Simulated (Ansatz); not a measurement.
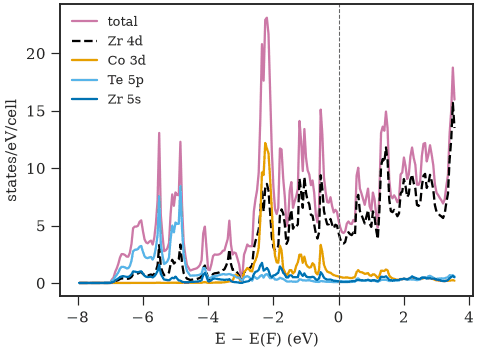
Figure: Total and projected density of states of Zr6CoTe2 in space group P-62m (No. 189; Zr on 3f, Zr on 3g, Co on 1b, Te on 2c), plane-wave PAW r²SCAN (Ansatz code)

Problem. Which orbitals carry the states next to the Fermi level?

Solution. Within 0.5 eV of the Fermi level: Zr 4d 76 %, Co 3d 12 %, outside the projected shells 6 %. Projections are on Löwdin-orthogonalised atomic valence shells; empty p or d shells of many metals are not among them.

Problem. Where is the tallest occupied peak in this window, and what makes it?

Solution. Near -2.2 eV, about 23 states/eV per cell; the largest projected share is Co 3d.

The first step of the workflow began from a Materials Project structure, measured or hypothetical; the Crystallography Open Database copy checked does not list it. Its standing as an ambient phase is unchecked. Symmetry was held in the r²SCAN relaxation; whether a distortion lowers the energy is not shown. No spin polarisation was allowed. With an odd number of electrons in the cell and no spin polarisation, the count alone makes it a metal. Spin–orbit coupling is left out wherever it is not named.

Potentials: the later of the program's two PAW sets.
